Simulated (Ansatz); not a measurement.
Molecule (SMILES): [B]=N (B-NH), doublet.
Atoms: B1, N2, H3. Bonds: B1-N2, N2-H3.

Basis-set convergence of the optimised B1-N2 bond length at MP2 with Ansatz (a program for electronic structure). The reference of a correlated method is not its basis-set limit, which lies further on. All functions are spherical. Cores are frozen. Core-valence sets carry the plain set on hydrogen. Open shells are unrestricted. No added dispersion term, no relativity. Reference: the value in aug-cc-pVQZ, 1.2329 Å, itself unsure by roughly 0.0006 Å (its mean distance from def2-QZVPP, cc-pVQZ). Deviations are taken from unrounded values.

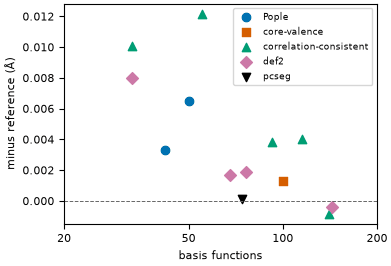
Figure. Deviation from the reference against the number of basis functions, by family of sets.

| basis | functions | optimised B1-N2 bond length (Å) | minus reference (Å) |
|---|---|---|---|
| cc-pVDZ | 33 | 1.2429 | 0.0100 |
| def2-SVP | 33 | 1.2409 | 0.0080 |
| 6-311G** | 42 | 1.2362 | 0.0033 |
| 6-311+G** | 50 | 1.2393 | 0.0065 |
| aug-cc-pVDZ | 55 | 1.2450 | 0.0122 |
| def2-TZVP | 68 | 1.2345 | 0.0017 |
| pcseg-2 | 74 | 1.2330 | 0.0001 |
| def2-TZVPP | 76 | 1.2347 | 0.0019 |
| jun-cc-pV(T+d)Z | 92 | 1.2367 | 0.0038 |
| cc-pCVTZ | 100 | 1.2342 | 0.0013 |
| aug-cc-pVTZ | 115 | 1.2369 | 0.0040 |
| cc-pVQZ | 140 | 1.2320 | -0.0008 |
| def2-QZVPP | 144 | 1.2325 | -0.0004 |
